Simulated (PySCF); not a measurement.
# C4H8O2Si (SMILES CO[C@]1(C=O)C[SiH2]1): what the fields show

```xyz
15

C     1.4920    0.1969   -1.5084
O     0.1645   -0.2247   -1.2625
C    -0.3073    0.1037    0.0099
C    -0.7322    1.4539    0.2578
O    -1.0740    1.8779    1.3469
C     0.2121   -0.7155    1.2057
Si   -1.5437   -1.1963    0.7935
H     1.7455   -0.1571   -2.5057
H     1.5752    1.2879   -1.4739
H     2.1890   -0.2317   -0.7808
H    -0.7950    2.0869   -0.6492
H     1.0272   -1.3842    0.9634
H     0.4089   -0.1144    2.0837
H    -1.7358   -2.3565   -0.0551
H    -2.6307   -0.6188    1.5529
```

Geometry: GFN2-xTB.

Computed with wB97X-D/def2-SVPD, SCF density, gas phase in PySCF.

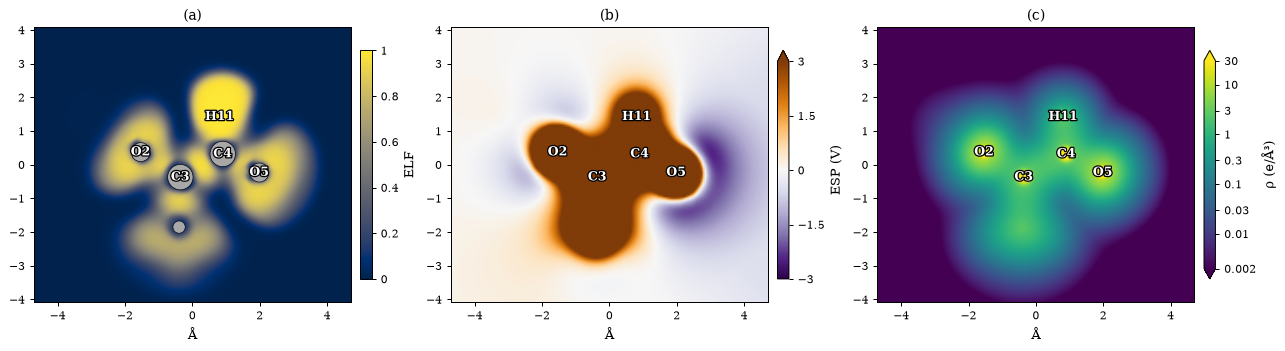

Figure 1. (a) electron localisation function; (b) molecular electrostatic potential; (c) total electron density on the plane of atoms O5, C4 and H11. Grey discs cover the atomic cores in the ELF map.

Question: Interpret the plot.

Answer: The section cuts through O, C and H sites.
C–O (1.22 Å): the density is about 3.2 e/Å³ at the midpoint; the ELF peaks at about 0.85 between the atoms: a multiple bond.
C–C (1.44 Å): the density is about 2 e/Å³ at the midpoint; the ELF peaks at about 0.95 between the atoms, as expected for a covalent bond.
C–H (1.11 Å): ρ is about 2 e/Å³ halfway; the ELF climbs to about 1 towards the hydrogen, as it does in any bond to H: an ordinary covalent bond to hydrogen.
C–O (1.40 Å): the density is about 2.1 e/Å³ at the midpoint, with its minimum of 1.8 e/Å³ about 0.5 Å from C; the ELF peaks at about 0.90 between the atoms; a polar covalent bond.
The ELF also peaks beside O5 and O2, away from the bonds: lone-pair regions.
Outside the dense part of the molecule the potential is most negative (−2.4 V) near O5.

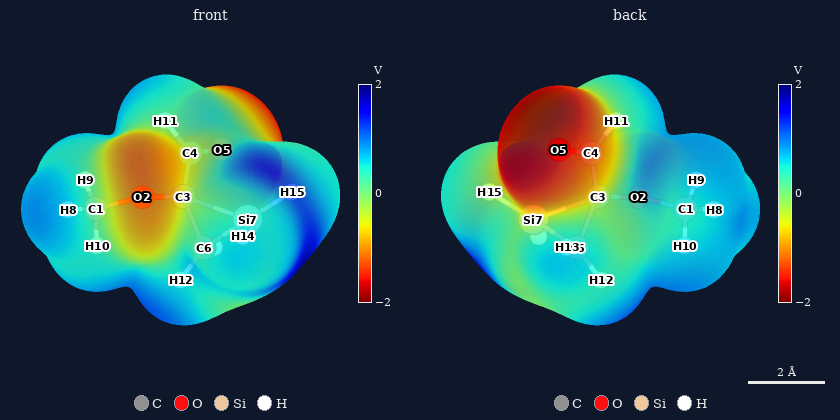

Figure 2. The molecular electrostatic potential painted on the density surface at 0.002 e/bohr³, seen from the front and from behind; the colour scale runs from red (negative) to blue (positive).

Question: Which sites attract a positive test charge, and which a negative one?

Answer: A positive charge is drawn to the negative regions and a negative charge to the positive ones. The most negative region (about −1.9 V) lies over O5, the most positive (about +1.7 V) over Si7. O5 is the likeliest acceptor of a hydrogen bond.
